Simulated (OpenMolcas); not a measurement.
**CH4BO (SMILES [BH]OC): levels of theory compared**

Wanted: a comparison of 5 runs (UHF/3-21G, UB3LYP/6-31G*, U-r2SCAN/def2-TZVP, UPBE0/def2-TZVP, USVWN5/def2-TZVP) of CH4BO. 

Program for the calculation: OpenMolcas 26.06.

### 1 The structure to begin with

CH4BO: 7 atoms, total charge 0, spin state doublet. SMILES: `[BH]OC`. One bond was lengthened or shortened from a relaxed shape.

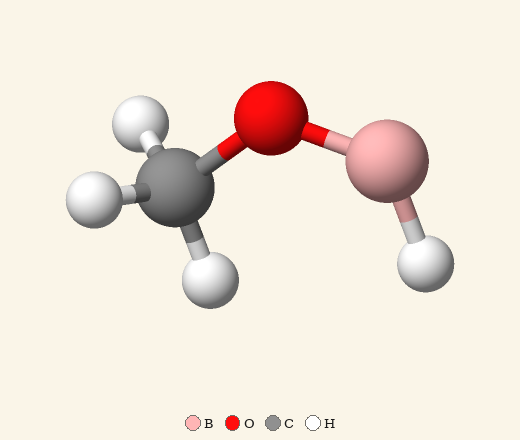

The structure, seen from a chosen angle (boron pink, oxygen red, carbon grey, hydrogen white).

### 2 A single-point energy at UHF/3-21G (run 1)

Contents of mol.xyz:

```xyz
7

B     -1.469133    -0.960978    -0.158152
O     -0.421933    -0.642378     0.579248
C      0.492667     0.403322     0.258648
H     -1.778033    -0.409478    -1.186852
H      0.208267     0.898722    -0.672852
H      0.493467     1.124022     1.077048
H      1.638900    -0.092800     0.145600
```

Contents of job.input:

```
&GATEWAY
  BASLIB=$CurrDir
  COORD=mol.xyz
  BASIS=3-21G
  GROUP=NoSym

&SEWARD

&SCF
  UHF
  SPIN=2
  THRESHOLDS=1e-10 1e-07 1e-07 1e-05
  PRORBITALS=1 1
```

The basis set 3-21G is read from a file made from the Basis Set Exchange's data (not shown).

Command:

```
$ export MOLCAS_MEM=1860
$ pymolcas job.input > job.log
```

Standard output:

```text
--- Start Module: gateway ---
[...]
--- Stop Module: gateway /rc=_RC_ALL_IS_WELL_ ---
--- Start Module: seward ---
[...]
      Basis functions           35
--- Stop Module: seward /rc=_RC_ALL_IS_WELL_ ---
--- Start Module: scf ---
[...]
       Convergence after  16 Iterations
[...]
::    Total SCF energy                               -138.9174494845
[...]
      Total spin, S                                     0.5020839141
[...]
      Total electronic charge=   23.000000
      Total            charge=   -0.000000
[...]
      Dipole Moment (debye):
      Origin of the operator (angstrom)=   -0.3821   -0.3365    0.2320
                   X=  1.4051E+00               Y=  1.8997E+00               Z= -6.6975E-01           Total=  2.4559E+00
      Quadrupole Moment (debye*angstrom):
[...]
--- Stop Module: scf /rc=_RC_ALL_IS_WELL_ ---
[...]
```

It took 1.8 s on 1 thread of Arm Neoverse V2, shared host; peak memory 0.37 GiB.

### 3 A single-point energy at UB3LYP/6-31G(d) (Cartesian functions) (run 2)

Contents of run.input:

```
* CH4BO Kohn-Sham DFT
>>> EXPORT MOLCAS_PRINT=2

&GATEWAY
  BASLIB = $CurrDir
  COORD
  7
  angstrom
  B       -1.469133      -0.960978      -0.158152
  O       -0.421933      -0.642378       0.579248
  C        0.492667       0.403322       0.258648
  H       -1.778033      -0.409478      -1.186852
  H        0.208267       0.898722      -0.672852
  H        0.493467       1.124022       1.077048
  H        1.638900      -0.092800       0.145600
  BASIS = 6-31Gs
  GROUP = NoSym

&SEWARD
  GRIDINPUT
  Grid=UltraFine
  End of Grid

&SCF
  UHF
  SPIN = 2
  KSDFT = B3LYP
  THRESHOLDS = 1e-10 1e-07 1e-07 1e-05
  PRORBITALS = 1
```

The basis set 6-31G* is read from a file made from the Basis Set Exchange's data (not shown).

Command:

```
$ export MOLCAS_MEM=1860
$ pymolcas run.input > run.log
```

Standard output:

```text
--- Start Module: gateway ---
[...]
--- Stop Module: gateway /rc=_RC_ALL_IS_WELL_ ---
--- Start Module: seward ---
[...]
      Basis functions           53
--- Stop Module: seward /rc=_RC_ALL_IS_WELL_ ---
--- Start Module: scf ---
[...]
       Convergence after  14 Iterations
[...]
::    Total KS-DFT energy                            -140.5234919290
[...]
      Total spin, S                                     0.5008296159
[...]
      Total electronic charge=   23.000000
      Total            charge=   -0.000000
[...]
      Dipole Moment (debye):
      Origin of the operator (angstrom)=   -0.3821   -0.3365    0.2320
                   X=  1.3829E+00               Y=  1.6187E+00               Z= -3.4488E-01           Total=  2.1567E+00
      Quadrupole Moment (debye*angstrom):
[...]
--- Stop Module: scf /rc=_RC_ALL_IS_WELL_ ---
[...]
```

It took 17 s on 1 thread of Arm Neoverse V2, shared host; peak memory 0.38 GiB.

### 4 The energy at U-r2SCAN/def2-TZVP (run 3)

Contents of coord.xyz:

```xyz
7

B     -1.469133    -0.960978    -0.158152
O     -0.421933    -0.642378     0.579248
C      0.492667     0.403322     0.258648
H     -1.778033    -0.409478    -1.186852
H      0.208267     0.898722    -0.672852
H      0.493467     1.124022     1.077048
H      1.638900    -0.092800     0.145600
```

Contents of test.inp:

```
&GATEWAY
  BasLib=$CurrDir
  Coord=coord.xyz
  Basis=def2-TZVP
  Group=NoSym

&SEWARD
  GridInput
  Grid=UltraFine
  End of Grid

&SCF
  UHF
  Spin=2
  KSDFT=2
  1.0 MGGA_X_R2SCAN
  1.0 MGGA_C_R2SCAN
  Thresholds=1e-10 1e-07 1e-07 1e-05
  PrOrbitals=1 2
```

The basis set def2-TZVP is read from a file made from the Basis Set Exchange's data (not shown).

Command:

```
$ export MOLCAS_MEM=1860
$ pymolcas test.inp > test.log
```

Standard output:

```text
--- Start Module: gateway ---
[...]
--- Stop Module: gateway /rc=_RC_ALL_IS_WELL_ ---
--- Start Module: seward ---
[...]
      Basis functions          117
--- Stop Module: seward /rc=_RC_ALL_IS_WELL_ ---
[...]
--- Start Module: scf ---
[...]
       Convergence after  16 Iterations
[...]
::    Total KS-DFT energy                            -140.4945913120
[...]
      Total spin, S                                     0.5019592729
[...]
      Total electronic charge=   23.000000
      Total            charge=   -0.000000
[...]
      Dipole Moment (debye):
      Origin of the operator (angstrom)=   -0.3821   -0.3365    0.2320
                   X=  1.4562E+00               Y=  1.6922E+00               Z= -3.8412E-01           Total=  2.2653E+00
      Quadrupole Moment (debye*angstrom):
[...]
--- Stop Module: scf /rc=_RC_ALL_IS_WELL_ ---
[...]
```

Wall time 1.7 min (1 thread of Arm Neoverse V2, shared host); peak memory 0.72 GiB.

Run 4 isn't shown in full; the table further down has it.

### 5 A single-point energy at USVWN5/def2-TZVP (run 5)

Contents of run.input:

```
* CH4BO Kohn-Sham DFT
&gateway
baslib = $CurrDir
coord
7
bohr
B     -2.77625901    -1.81598523    -0.29886397
O     -0.79733781    -1.21391849     1.09462008
C      0.93100570     0.76216812     0.48877388
H     -3.35999541    -0.77380127    -2.24282523
H      0.39356759     1.69833844    -1.27150600
H      0.93251748     2.12409374     2.03532574
H      3.09707215    -0.17536658     0.27514412
basis = def2-TZVP
group = NoSym
&seward
gridinput
Grid=UltraFine
End of Grid
&scf
uhf
spin = 2
ksdft = SVWN5
thresholds = 1e-10 1e-07 1e-07 1e-05
prorbitals = 1 2
```

The basis set def2-TZVP is read from a file made from the Basis Set Exchange's data (not shown).

Command:

```
$ export MOLCAS_MEM=1860
$ pymolcas run.input > run.log
```

Standard output:

```text
--- Start Module: gateway ---
[...]
--- Stop Module: gateway /rc=_RC_ALL_IS_WELL_ ---
--- Start Module: seward ---
[...]
      Basis functions          117
--- Stop Module: seward /rc=_RC_ALL_IS_WELL_ ---
[...]
--- Start Module: scf ---
[...]
       Convergence after  15 Iterations
[...]
::    Total KS-DFT energy                            -139.3631436638
[...]
      Total spin, S                                     0.5011066395
[...]
      Total electronic charge=   23.000000
      Total            charge=   -0.000000
[...]
      Dipole Moment (debye):
      Origin of the operator (angstrom)=   -0.3821   -0.3365    0.2320
                   X=  1.6171E+00               Y=  1.7895E+00               Z= -3.9586E-01           Total=  2.4442E+00
      Quadrupole Moment (debye*angstrom):
[...]
--- Stop Module: scf /rc=_RC_ALL_IS_WELL_ ---
[...]
```

Wall time 40 s (1 thread of Arm Neoverse V2, shared host); peak memory 0.72 GiB.

### 6 All runs side by side

```csv
run,level,Cartesian functions,integration grid,energy (Eh),dipole moment (D),HOMO energy (eV),LUMO energy (eV),wall time
1,UHF/3-21G,no,–,-138.917449,2.46,-8.62,3.71,1.8 s
2,UB3LYP/6-31G* (Cartesian functions),yes,UltraFine,-140.523492,2.16,-4.89,-0.76,17 s
3,U-r2SCAN/def2-TZVP,no,UltraFine,-140.494591,2.27,-4.63,-1.28,1.7 min
4,UPBE0/def2-TZVP,no,UltraFine,-140.405374,2.31,-5.51,-0.90,62 s
5,USVWN5/def2-TZVP,no,UltraFine,-139.363144,2.44,-4.19,-2.45,40 s
```

### 7 Summary of results

| quantity | value |
| --- | --- |
| run 5: total energy | -139.36314 Eh |
| run 5: dipole moment | 2.44 D |
| run 5: HOMO energy (highest over α and β) | -4.19 eV |
| run 5: LUMO energy (lowest over α and β) | -2.45 eV |
| run 5: ⟨S²⟩ | 0.752 |

In words: The dipole moment (its size) runs from 2.16 D (UB3LYP/6-31G*) to 2.46 D (UHF/3-21G). The two ends differ in method and basis. Totals of different functionals can't be ranked against each other. All runs together took 3.7 min, the longest 1.7 min.
